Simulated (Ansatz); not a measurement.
Base system: AlN in the wurtzite structure (space group P6_3mc, No. 186; a = 3.107 Å, c = 4.978 Å). Axes: x lies along a and z along c of the hexagonal cell.

One thing is altered: uniaxial stress, 2 GPa tension along z; all other stress components relax to zero.

The values are results of r2SCAN/PAW in Ansatz (a quantum-chemistry and plane-wave program), without spin-orbit coupling, earlier PAW set, not measurements.

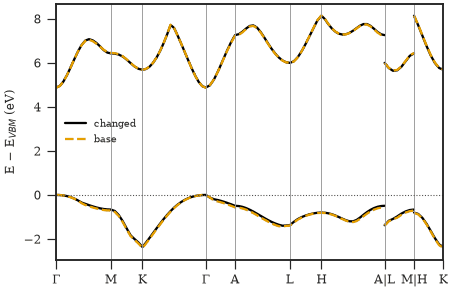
Figure. Highest valence and lowest conduction band along the path, each from its own valence-band maximum

**Question.** From the figure, how large is the changed gap, and is it direct?

**Answer.** About 4.9 eV, direct at Γ.

Load acts through the strain it causes; cell and atoms are relaxed under it. Beyond what the load breaks, stability against distortions was not tested.
